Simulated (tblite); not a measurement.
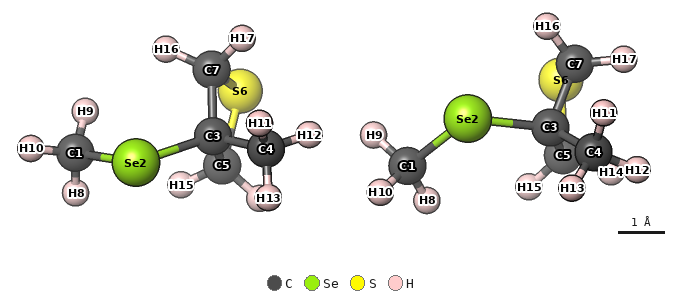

Two geometries of C$_{5}$H$_{10}$SSe, drawn at one scale. One is the start of a relaxation, the other its converged end. A ball-and-stick model, seen from a free direction.

Method: tblite 0.8.0, GFN2-xTB geometry optimisation, gas phase. 

Question: Which one is relaxed?

Answer: The left one is the relaxed one. After 127 geometry steps the energy has fallen by 18.7 kcal/mol. H9 moves most after the best rigid fit: 1.24 Å. By element the largest moves are H 1.24 Å, Se 1.07 Å, C 0.52 Å, S 0.50 Å. Among the contacts that change: Se2–C3 1.906 → 2.011 Å, C4–H12 1.127 → 1.089 Å, C3–C5 1.495 → 1.528 Å, C1–H9 1.117 → 1.087 Å. Among the angles between lasting bonds that change: C1–Se2–C3 115.0° → 100.6°, Se2–C3–C4 113.0° → 106.6°, C4–C3–C7 106.4° → 112.4°. Groups turn about C1–Se2 by about 75°, Se2–C3 by about 60°, C3–C5 by about 40°.
